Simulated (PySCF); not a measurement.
**C4H11BO2Si: density, localisation and related maps**

The calculation's input:

```
{"job": {"kind": "nmr", "xc": "PBE0", "basis": "pcSseg-1"}, "charge": 0, "multiplicity": 1}
O     -0.106824     2.169752     0.200637
C     -1.112350     1.592788    -0.135270
C     -1.377920     0.148006     0.104278
C     -0.942073    -0.557106    -1.211089
B      0.418648    -1.383362    -0.801717
O      0.802036    -0.594289     0.549597
Si     2.037006     0.536856     0.588447
C     -0.439284    -0.391805     1.180397
H     -1.890159     2.117371    -0.721195
H     -2.427989    -0.024862     0.341929
H     -0.751311     0.190167    -1.985528
H     -1.750041    -1.186965    -1.579279
H      0.200323    -2.503503    -0.464668
H      1.329306    -1.264964    -1.550219
H      2.090412     1.391059    -0.584855
H      1.859067     1.212241     1.866924
H      3.177157    -0.379968     0.630526
H     -0.793972    -1.361186     1.543532
H     -0.331836     0.299019     2.020092
```

Launched as:

```sh
OMP_NUM_THREADS=1 python probes_run.py task.json out
```

Geometry: GFN2-xTB.

Method: PBE0/pcSseg-1, SCF density, gas phase, non-relativistic in PySCF 2.14.0.

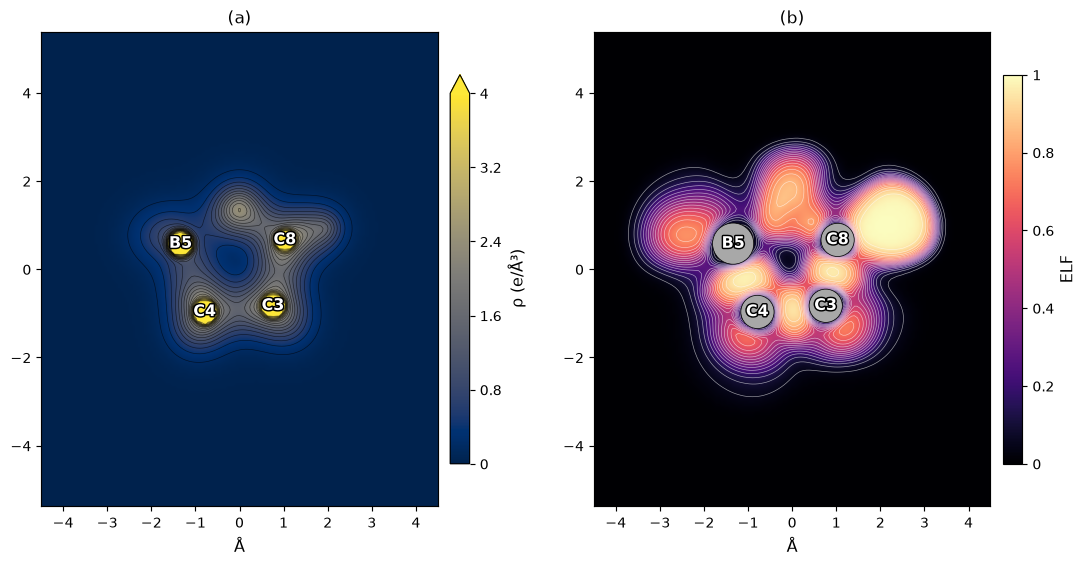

Figure 1. (a) electron density; (b) electron localisation function on the plane of atoms C3, C4 and B5. Grey discs cover the atomic cores in the ELF map.

Question: What does the map show?

Answer: The plane passes through C and B nuclei. C–B (1.64 Å): ρ at the midpoint is about 1.2 e/Å³; the ELF peaks at about 1 between the atoms: localised, covalent bonding. C–C (1.55 Å): ρ at the midpoint is about 1.5 e/Å³; the ELF peaks at about 0.95 between the atoms: a shared electron pair. The ELF also peaks beside O6, away from the bonds: lone-pair regions.

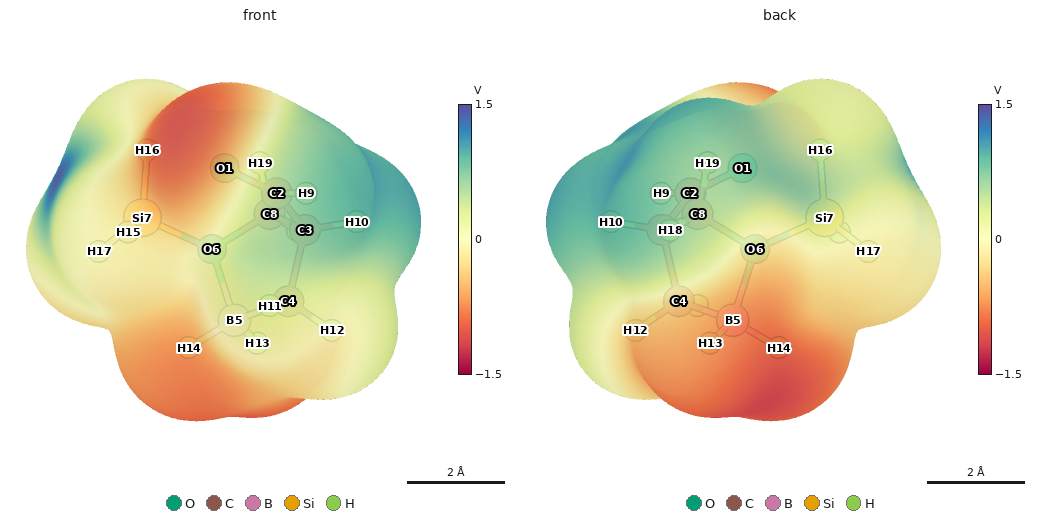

Figure 2. The electrostatic potential painted on the density surface at 0.001 e/bohr³, seen from the front and from behind; the colour scale runs from red (negative) to blue (positive).

Question: Which sites attract a positive test charge, and which a negative one?

Answer: A positive charge is drawn to the negative regions and a negative charge to the positive ones. The most negative region (about −1.2 V) lies over H13, the most positive (about +1.3 V) over Si7.
